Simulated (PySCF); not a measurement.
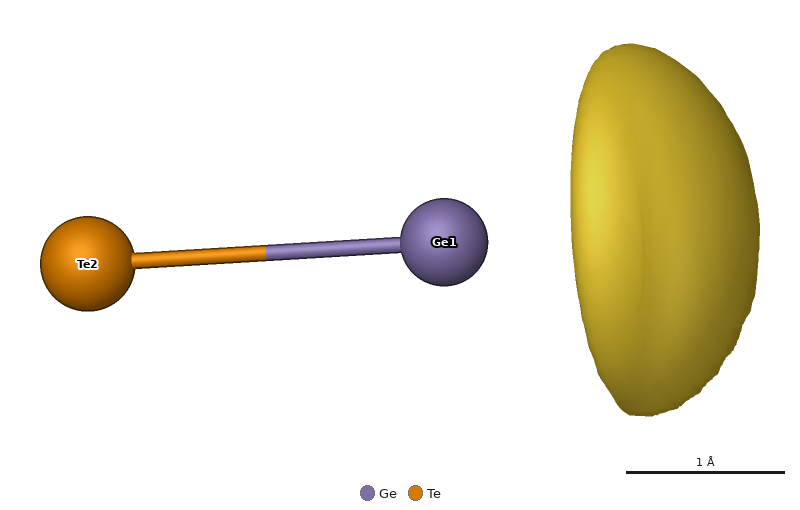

The picture shows: GeTe. Isosurface of the ELF at 0.9 (yellow), seen from one side. Only the valence region is drawn (cores and ρ < 0.01 e/Å³ removed).

Core potentials replace the inner electrons of Te.

These are results of PBE0/def2-TZVPPD, non-relativistic Hamiltonian with scalar-relativistic core potentials where named, at a bond length of 2.343 Å (PySCF 2.14.0), not measurements.

Identify the bonds, lone pairs and shells in this picture.

Answer. At this value the surface marks out one lobe on Ge, pointing away from the bonds (lone pairs). Profiles from the grid: Ge–Te (2.34 Å): the ELF peaks at about 0.65 in the valence shell of Te, 1.2 Å from its nucleus, and is about 0.65 at the midpoint.
